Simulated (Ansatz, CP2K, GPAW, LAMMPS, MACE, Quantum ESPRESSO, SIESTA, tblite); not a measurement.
# Codes compared on Cu22Zr78 (at. %) with crystalline order left by the classical run (65 atoms)

Aim: run Cu22Zr78 (at. %) with crystalline order left by the classical run (65 atoms) in several programs and set results and cost side by side. A plane-wave run serves as the reference.

Main program and level: Ansatz 0.2.0; Kohn-Sham DFT, PBE, PAW, plane waves.

In doubt: a PseudoDojo file used here is known to give poor structures and forces (SIESTA), which bears on pressures, cells, forces and phonons.

**1. The structure**

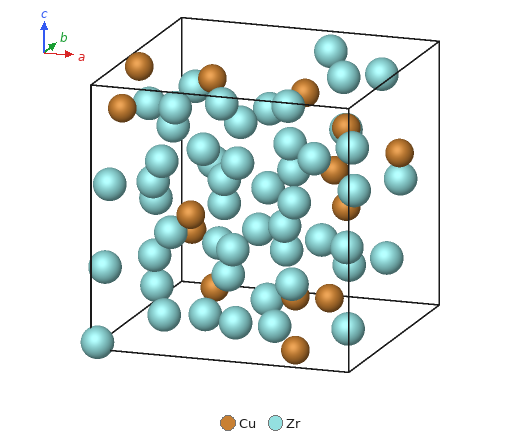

Start, viewed slightly off an axis; copper orange, zirconium light teal.

The cell holds 65 atoms: 14 Cu and 51 Zr. Cell: a = 11.101 Å, b = 11.101 Å, c = 11.101 Å, α = 90.0°, β = 90.0°, γ = 90.0°. 65 atoms (14 Cu, 51 Zr) placed at random at 6.15 g/cm³, melted at 2200 K for 10 ps at fixed volume with the Finnis-Sinclair Cu-Zr potential (Mendelev, file CuZr_mm.eam.fs of the LAMMPS distribution). Quenched from 2200 K to 300 K at 3 K/ps and zero pressure, held 5 ps, then minimised at fixed cell.

**2. Plane-wave reference**

The PAW files are the set soft_2.

Input file input.yaml:

```yaml
crystal:
  lattice:
    - [11.10125, 0.0, 0.0]
    - [0.0, 11.10125, 0.0]
    - [0.0, 0.0, 11.10125]
  atoms:
    - { symbol: Cu, position: [0.67206, 0.72032, 0.06804] }
    - { symbol: Cu, position: [0.76895, 0.63071, 0.74615] }
    - { symbol: Cu, position: [0.60178, 0.97438, 0.48174] }
    - { symbol: Cu, position: [0.66798, 0.35542, 0.16846] }
    [... 55 atom lines left out ...]
    - { symbol: Zr, position: [0.3345, 0.51984, 0.44817] }
    - { symbol: Zr, position: [0.53653, 0.50076, 0.00597] }
    - { symbol: Zr, position: [0.08904, 0.44853, 0.24818] }
    - { symbol: Zr, position: [0.9004, 0.27647, 0.08532] }
    - { symbol: Zr, position: [0.38192, 0.56568, 0.74841] }
    - { symbol: Zr, position: [0.00703, 0.18735, 0.57619] }
kpoints:
  mp_grid: { grid: [1, 1, 1] }
hamiltonian:
  xc: pbe
scf:
  occupations: { method: fermi_dirac, width: 0.05 }
output:
  forces: true
  eigenvalues: true
  populations: true
  stress: true
```

Started as:

```console
$ ansatz run input.yaml --threads 4 --pin off --max-ram 8192MiB --backend cpu --events-out ev --progress --plain --runs-dir out
```

Numbers of over 12 decimals in the logs are rounded to 6 here.

What it wrote:

```text
[...]
Pseudopotentials: kind: paw
Pseudopotential: Cu, paw, valence charge 19, recommended cutoff 420 eV (normal), Cu.paw.azcp
Pseudopotential: Zr, paw, valence charge 12, recommended cutoff 420 eV (normal), Zr.paw.azcp
[... 5 lines on functional and potentials left out ...]
Crystal: 65 atoms, lattice volume = 1368.093 Å³
Basis set: ecut = 420 eV, 26865 PW (Γ), exchange–correlation on 150×150×150 points (8 copies of the dense FFT grid, shifted against one another)
Bands: 527, of which v1, the nominal top of the filled ones, is band 439 counted from 1 (438 counted from 0)
Symmetry: 1 space group operations
Space group: P1 (ITA 1), of the structure as read, at distance tolerance 1.1e-4 Å
k-points: 1
[... 5 lines on functional and potentials left out ...]
Initial density: superposition of atomic densities (neutral atoms: chi_scale 0, normalization atom), corrected by the library's trained network
Initial wavefunctions: pseudopotential atomic-orbital guess
[...]
SCF iter   1: F=—  HF=-306126.308982 eV  |F-HF|=—  |Δ(HF+E_count)|=         —  Δρ=7.76e-3  dr2=5.72e0  ethr=1.77e-3  ⟨swp⟩=6.0  Hψ=1883  notcnv=0
preconditioner: auto → Kerker (q_TF=auto, 2.534 Å⁻¹)  [metal: Δε(μ)=0.031 eV  Ē_g=3.489 eV  σ=0.050 eV  W_gap=0.15  n_scr=388 (ndim 8)  ℏωp=19.0 eV  f_vac=0.000  D(μ)=88.27/eV (n_scr^D=924)]
[...]
SCF iter  10: F=—  HF=-306126.144981 eV  |F-HF|=—  |Δ(HF+E_count)|=   5.34e-8  Δρ=3.49e-6  dr2=1.19e-7  ethr=1.14e-11  ⟨swp⟩=9.0  Hψ=1686  notcnv=0
SCF iter  11: F=-306126.144981 eV  HF=-306126.144981 eV  |F-HF|=5.24e-9  |Δ(HF+E_count)|=   5.36e-9  Δρ=6.71e-7  dr2=8.97e-9  ethr=1.14e-11  ⟨swp⟩=3.0  Hψ=1398  notcnv=0
SCF 1 converged in 11 iterations: F = -306126.144981 eV  dr2 = 8.97e-9
[...]
SCF converged after 11 iterations
Free energy (F): -306126.144981 eV
Harris-Foulkes:  -306126.144981 eV  (|F-HF|=5.24e-9)
Internal energy: -306125.399214 eV  (E = F + TS)
E sigma→0 (E₀):  -306125.772098 eV
Entropy (-TS):   -0.745767 eV (-11.473 meV/atom)
Fermi energy:    14.012454 eV
--- Per-component energies (eV) ---
[...]
Σ components = -306126.144981   (vs F -306126.144981, Δ=0.00e0)
--- Forces (eV/Å), atoms counted from 1 ---
  atom   1  Cu    -0.22868812     0.06624463    -0.11522648
  atom   2  Cu     0.23169776     0.15970689    -0.05170989
  atom   3  Cu     0.08655144    -0.08797456    -0.06187593
  atom   4  Cu     0.22762477     0.19449343     0.25018573
[...]
atom  65  Zr    -0.30372221    -0.81508570    -0.05033259
  max |Σ_I F_I| component: 2.51e-5 eV/Å
--- Stress (GPa, compression-positive) ---
       -0.258059       0.224669      -0.490055
        0.224669      -0.252452      -0.179681
       -0.490055      -0.179681      -1.881437
  P = ⅓ Tr σ = -0.7973 GPa (-7.973 kbar)
--- Band table (eV) ---
  k-point 0: bands = ["-99.1991", "-99.1154", "-99.1093", "-99.0916", [... 511 levels ...], "16.1314", "16.1726", "16.2303", "16.2828", "16.3203", "16.3370", "16.3718", "16.3782", "16.4179", "16.4514", "16.4800", "16.5117"]
--- Löwdin populations: 65 sites ---
  site symbol       q [e]
     0     Cu     18.5955
     1     Cu     18.6109
     2     Cu     18.6004
[...]
64     Zr     11.9713
  spilling = 0.007077 (of n_electrons = 878.000000)
```

Elapsed: 38 s, on 4 threads of Arm Neoverse V1, shared host; peak memory 2.2 GiB.

The run gave:

```yaml
free_energy: -306126.1450 eV
free_energy_per_atom: -4709.6330 eV/atom
scf_cycles: 11
pressure: -0.7973 GPa
r_m_s_force_component: 0.274 eV/Å
longest_force: 0.8856 eV/Å
fermi_energy: 14.01 eV
levels_partly_filled_by_over_2_per_cent: 18
spilling_of_the_projection: 0.007077
```

Neighbours are counted within 3.68 Å (Zr-Zr), 3.68 Å (Zr-Cu), 2.77 Å (Cu-Cu), cutoffs set anew for this text.

Length of the force by element and coordination:

| element | coordination | atoms | mean length of the force (eV/Å) | spread | least | most |
| --- | --- | --- | --- | --- | --- | --- |
| Cu | all | 14 | 0.267 | 0.0805 | 0.108 | 0.397 |
| Cu | 9 | 3 | 0.247 | 0.0773 | 0.138 | 0.305 |
| Cu | 10 | 7 | 0.276 | 0.0656 | 0.174 | 0.397 |
| Cu | 11 | 2 | 0.281 | 0.0083 | 0.273 | 0.290 |
| Cu | 12 | 2 | 0.249 | 0.141 | 0.108 | 0.390 |
| Zr | all | 51 | 0.473 | 0.204 | 0.189 | 0.886 |
| Zr | 11 | 6 | 0.435 | 0.140 | 0.222 | 0.675 |
| Zr | 12 | 23 | 0.515 | 0.233 | 0.200 | 0.886 |
| Zr | 13 | 17 | 0.446 | 0.191 | 0.189 | 0.852 |
| Zr | 14 | 5 | 0.42 | 0.120 | 0.225 | 0.543 |

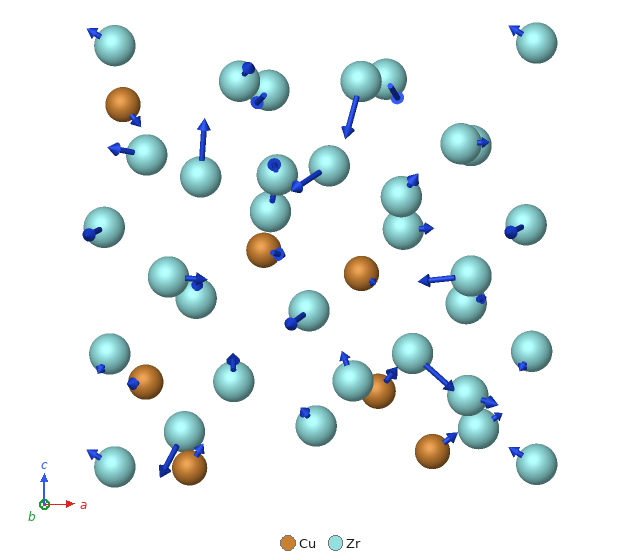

Forces as arrows; the longest in the cell is 0.886 eV/Å. Drawn is a slice 6 Å thick, seen along the normal of the ac plane.

The levels nearest the highest filled one (over half full), pooled over k-points and spins:

| level less the highest filled one (eV) | occupation |
| --- | --- |
| -0.132 | 1.92 |
| -0.0966 | 1.84 |
| -0.0774 | 1.78 |
| -0.0571 | 1.68 |
| -0.0327 | 1.53 |
| 0 | 1.25 |
| 0.0367 | 0.893 |
| 0.0512 | 0.753 |
| 0.0559 | 0.709 |
| 0.0642 | 0.636 |
| 0.0861 | 0.462 |
| 0.114 | 0.293 |

**3. Structure statistics**

Density 6.73 g/cm³, 21.05 Å³ an atom.

g(r), total and by pair (bins of 0.2 Å):

| r (Å) | total | Zr-Zr | Zr-Cu | Cu-Cu |
| --- | --- | --- | --- | --- |
| 2.40 | 0.09 | 0.00 | 0.00 | 1.89 |
| 2.60 | 0.55 | 0.00 | 1.30 | 2.42 |
| 2.80 | 1.86 | 0.00 | 5.19 | 2.21 |
| 3.00 | 2.69 | 2.91 | 2.66 | 0.00 |
| 3.20 | 3.40 | 4.71 | 1.49 | 0.00 |
| 3.40 | 1.46 | 2.15 | 0.33 | 0.50 |
| 3.60 | 0.42 | 0.46 | 0.41 | 0.00 |
| 3.80 | 0.34 | 0.26 | 0.32 | 1.51 |
| 4.00 | 0.42 | 0.49 | 0.14 | 1.37 |
| 4.20 | 0.39 | 0.33 | 0.51 | 0.31 |
| 4.40 | 0.59 | 0.47 | 0.71 | 1.14 |
| 4.60 | 0.78 | 0.73 | 0.87 | 0.79 |
| 4.80 | 0.73 | 0.67 | 0.86 | 0.73 |
| 5.00 | 1.05 | 0.73 | 1.58 | 1.32 |
| 5.20 | 1.26 | 1.02 | 1.61 | 1.85 |
| 5.40 | 1.12 | 1.26 | 0.81 | 1.51 |

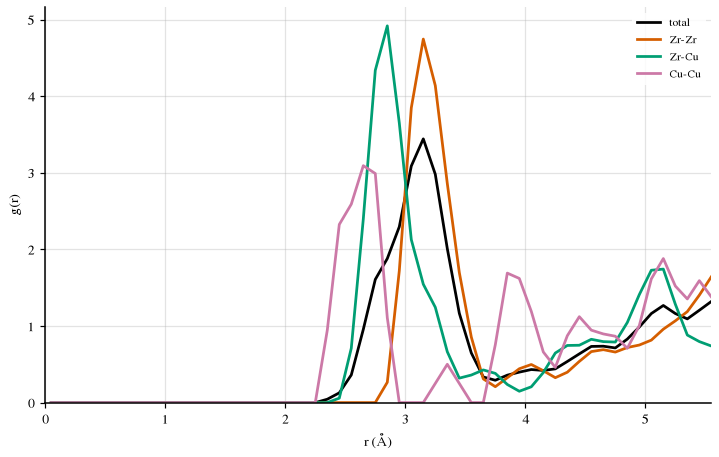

Pair distribution functions, lightly smoothed.

Bonds by pair of elements; cutoffs follow the first minimum of g(r), held within bounds set by covalent radii, and pairs that aren't listed don't count as bonded (cutoffs were set anew for this text, so counts can differ from the run's own analysis):

| pair A-B | cutoff (Å) | bonds | mean length (Å) | spread (Å) | shortest (Å) | B about A | A about B |
| --- | --- | --- | --- | --- | --- | --- | --- |
| Zr-Zr | 3.68 | 252 | 3.22 | 0.156 | 2.92 | 9.88 | 9.88 |
| Zr-Cu | 3.68 | 129 | 2.97 | 0.245 | 2.60 | 2.53 | 9.21 |
| Cu-Cu | 2.77 | 7 | 2.6 | 0.13 | 2.42 | 1 | 1 |

How many atoms have how many bonded neighbours:

| element | mean | 9 | 10 | 11 | 12 | 13 | 14 |
| --- | --- | --- | --- | --- | --- | --- | --- |
| Cu | 10.2 | 3 | 7 | 2 | 2 | 0 | 0 |
| Zr | 12.4 | 0 | 0 | 6 | 23 | 17 | 5 |

**4. The other programs**

The programs:
- CP2K 2026.2: Gaussian basis with GTH pseudopotentials and a plane-wave density; labels give functional, basis (MOLOPT sets; SR short-range, UZH the newer set with its own potentials), grid cutoff/relative cutoff and solver (OT: orbital transformation; TRS4, TC2, SIGN: linear-scaling purification with its sparsity filter), or its built-in tight binding.
- MACE: machine-learned potential, published weights.
- Quantum ESPRESSO 7.5: plane waves; labels (QE) give functional, pseudopotential set and cutoffs of waves/density.
- SIESTA 5.4.2: numerical atomic orbitals, whose automatically made sets are far from complete, with PseudoDojo norm-conserving potentials that we converted to its format (checked against plane waves on the same files for H, C, O, Si, Ge and Ca alone); labels give functional, basis size, energy shift and mesh cutoff.

All use the same cell and atoms; the electronic-structure runs use the same k-mesh, and an electronic temperature of 580 K (0.05 eV) where levels are smeared.

Differences are against the plane-wave reference, forces as r.m.s. over components; share is that over the reference's r.m.s. force, slope the least-squares factor from reference forces to these. Total energies of different programs have different zeros and aren't compared.

| run | Δ force, r.m.s. (meV/Å) | share (%) | slope | Δ pressure (GPa) | cores | CPU time | memory (GiB) |
| --- | --- | --- | --- | --- | --- | --- | --- |
| reference | - | - | - | - | 4 | 2.4 min | 2.2 |
| CP2K PBE, DZVP-MOLOPT-SR, 560/50 Ry, diagonalisation (coarse) | 24.9 | 9.07 | 0.993 | 0.0838 | 4 | 34 min | 8.5 |
| CP2K PBE, DZVP-MOLOPT-SR, 800/50 Ry, diagonalisation | 22.0 | 8.05 | 0.994 | 0.0833 | 2 | 29 min | 6.5 |
| MACE MP-0b2 small potential | 225 | 82.2 | 0.463 | -1.06 | 1 | 7.5 s | 0.66 |
| MACE MP-0b3 medium potential | 209 | 76.3 | 0.402 | -0.0157 | 1 | 8.7 s | 0.82 |
| MACE MPA-0 medium potential | 177 | 64.6 | 0.472 | -0.151 | 1 | 8.7 s | 0.83 |
| QE PBE, sssp-1.3.0-efficiency, 60/480 Ry | 1.65 | 0.602 | 1.000 | -0.0444 | 4 | 28 min | 5.6 |
| SIESTA PBE, DZP, shift 0.01 Ry, mesh 500 Ry | 43.9 | 16.0 | 1.042 | -1.80 | 2 | 19 min | 2.7 |
| SIESTA PBE, SZP, shift 0.01 Ry, mesh 500 Ry (coarse) | 52.0 | 19.0 | 1.047 | -0.635 | 2 | 14 min | 2.3 |
| SIESTA revPBE, PBE potentials, DZP, shift 0.01 Ry, mesh 500 Ry | 52.4 | 19.1 | 1.048 | 0.0534 | 2 | 19 min | 2.7 |

Rows marked coarse were listed beforehand as settings not expected to be converged; some can still land near the reference.

Times of the machine-learned potentials are mostly Python's start and the loading of weights.

CPU time is summed over cores on a shared host, where runs went side by side, so it is rough. Symmetry, cutoffs, thresholds, outputs and thread counts weren't matched or tuned between programs; memory under MPI is the largest rank's times the ranks.

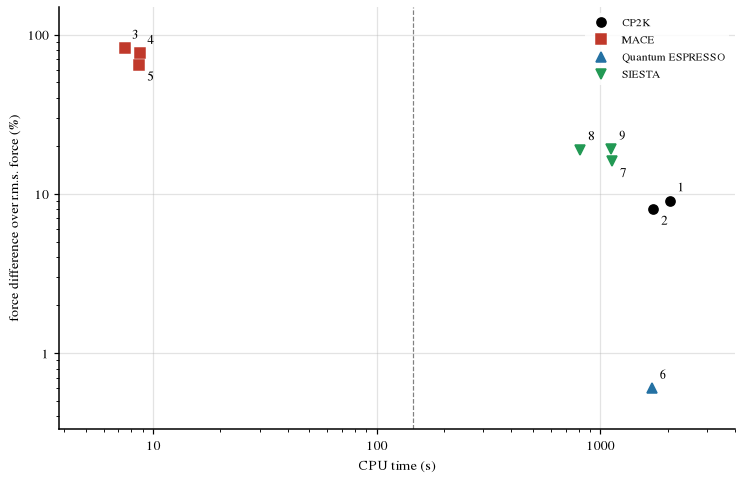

Force difference against CPU time; the dashed line marks the reference's time. Points: 1 CP2K PBE, DZVP-MOLOPT-SR, 560/50 Ry, diagonalisation; 2 CP2K PBE, DZVP-MOLOPT-SR, 800/50 Ry, diagonalisation; 3 MACE MP-0b2 small potential; 4 MACE MP-0b3 medium potential; 5 MACE MPA-0 medium potential; 6 QE PBE, sssp-1.3.0-efficiency, 60/480 Ry; 7 SIESTA PBE, DZP, shift 0.01 Ry, mesh 500 Ry; 8 SIESTA PBE, SZP, shift 0.01 Ry, mesh 500 Ry; 9 SIESTA revPBE, PBE potentials, DZP, shift 0.01 Ry, mesh 500 Ry.

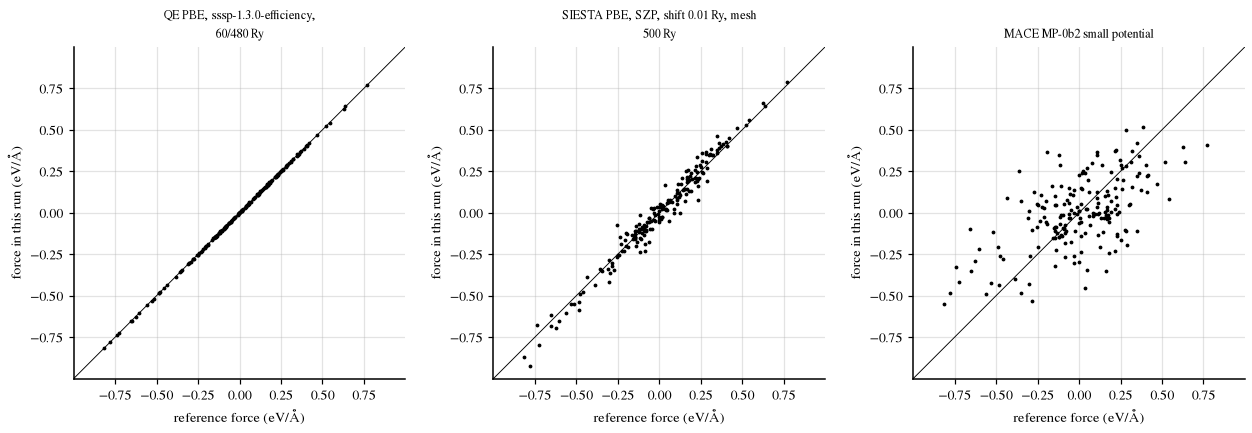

Force components against those of the reference; the line marks equality.

Runs without a result: tblite GFN1-xTB (not converged); CP2K GFN1-xTB, diagonalisation (not converged, the SCF not settling); GPAW PBE, LCAO dzp, h 0.2 Å (cut off at its time limit of 8.6 min); GPAW RPBE, LCAO dzp, h 0.2 Å (cut off at its time limit of 8.6 min); GPAW PBE, LCAO dzp, h 0.2 Å, other mixer settings (cut off at its time limit of 14 min); GPAW PBE, LCAO sz(dzp), h 0.2 Å (cut off at its time limit of 3.2 min).

Mean charges by element (e), by run and scheme:

| run | scheme | Cu | Zr |
| --- | --- | --- | --- |
| CP2K PBE, DZVP-MOLOPT-SR, 560/50 Ry, diagonalisation | Mulliken | -0.72 | +0.20 |
| CP2K PBE, DZVP-MOLOPT-SR, 560/50 Ry, diagonalisation | Hirshfeld | +0.09 | -0.03 |
| CP2K PBE, DZVP-MOLOPT-SR, 800/50 Ry, diagonalisation | Mulliken | -0.72 | +0.20 |
| CP2K PBE, DZVP-MOLOPT-SR, 800/50 Ry, diagonalisation | Hirshfeld | +0.09 | -0.03 |
| SIESTA PBE, DZP, shift 0.01 Ry, mesh 500 Ry | Hirshfeld | +0.37 | -0.10 |
| SIESTA revPBE, PBE potentials, DZP, shift 0.01 Ry, mesh 500 Ry | Hirshfeld | +0.39 | -0.11 |

Within one program, basis, potentials and functional, energies share a zero. Each run against its twin at the usual cutoff or grid and solver:

| run | twin | Δ energy (meV/atom) | Δ force, r.m.s. (meV/Å) | CPU time over the twin's |
| --- | --- | --- | --- | --- |
| CP2K PBE, DZVP-MOLOPT-SR, 560/50 Ry, diagonalisation | DZVP-MOLOPT-SR, 800/50 Ry, diagonalisation | -0.0134 | 14.4 | 1.2 (this twin ran on 2 cores) |

**5. Results**

* reference r.m.s. force component: 0.274 eV/Å
* nearest in forces: QE PBE, sssp-1.3.0-efficiency, 60/480 Ry, 0.60 %
* farthest in forces: MACE MP-0b2 small potential, 82 %
* cheapest electronic-structure run beside the reference: SIESTA PBE, SZP, shift 0.01 Ry, mesh 500 Ry, 14 min of CPU time

In words: PBE on plane waves or a grid with other potentials, cutoffs or grids, coarse settings apart, differs from the reference by 0.60 % (QE PBE, sssp-1.3.0-efficiency, 60/480 Ry) of the r.m.s. force; this holds the reference's own error, so differences of a few per cent don't tell which side is nearer the exact PBE result (QE's 60 Ry are 816 eV, against the reference's 420 eV). The PBE runs in local orbitals, coarse settings apart, differ by 8.0 % (CP2K PBE, DZVP-MOLOPT-SR, 800/50 Ry, diagonalisation) to 16 % (SIESTA PBE, DZP, shift 0.01 Ry, mesh 500 Ry); basis, grid and potentials can all enter. Machine-learned potentials differ by 65 % (MACE MPA-0 medium potential) to 82 % (MACE MP-0b2 small potential); they were trained on other programs' data. The cause of differences this large wasn't tested. Among those trained on PBE data the slope goes as low as 0.40, with a correlation of 0.65, so directions differ as well as sizes. Rows with another functional or a dispersion term differ by 19 % (SIESTA revPBE, PBE potentials, DZP, shift 0.01 Ry, mesh 500 Ry), which mixes the change of model with differences of basis and potentials, some of them made for another functional. Runs with settings chosen to be coarse differ by 9.1 % (CP2K PBE, DZVP-MOLOPT-SR, 560/50 Ry, diagonalisation) to 19 % (SIESTA PBE, SZP, shift 0.01 Ry, mesh 500 Ry), their programs' other errors included. None of the electronic-structure runs in the table takes under half the reference's CPU time of 2.4 min; they take 5.6 to 14 times as much. In pressure, SIESTA PBE, DZP, shift 0.01 Ry, mesh 500 Ry misses by -1.8 GPa, at the same functional. Charges hang on scheme and program or settings: among these rows the mean for Cu runs from -0.72 to +0.39 e, even in sign. In the reference: 18 levels are partly filled, by over 2 % (at Γ alone), as in a metal. In the reference: for some of the pairs, g(r) has its first main peak near 3.2 Å (Zr-Zr), 2.9 Å (Zr-Cu) and 2.7 Å (Cu-Cu). The potentials hold different valence shells: 878 electrons in the reference, 766 in Quantum ESPRESSO with SSSP and 766 in CP2K with DZVP-MOLOPT-SR; this bears on time and differences. A potential file of the SIESTA runs is in doubt, which bears on their forces and pressure. Machine-learned potentials mimic data converged in k, so the reference's own k-point error enters their differences. The quench rate of 3 K/ps is many orders above laboratory rates, so the cell is likely richer in defects and strain than a real sample. The network of bonds at the start is that of the classical potential that made the cell, and needn't be the one that DFT or experiment would give. The electronic-structure runs sample only Γ, in a cell whose shortest periodic width is 11 Å, which is coarse for a cell with partly filled levels.

[Also dropped from logs without a mark: logging warnings of Python, and SIESTA's first energy breakdown and zero terms.]

[Logs are printed without paths, hosts, clocks, repeated set-up lines and the standing remarks that a program may print on its own settings, such as how far it seeks lower states.]

[Hosts, paths, dates, database ids (printed as entryN), source tags and the programs' standing remarks are cut or masked in the printed files.]
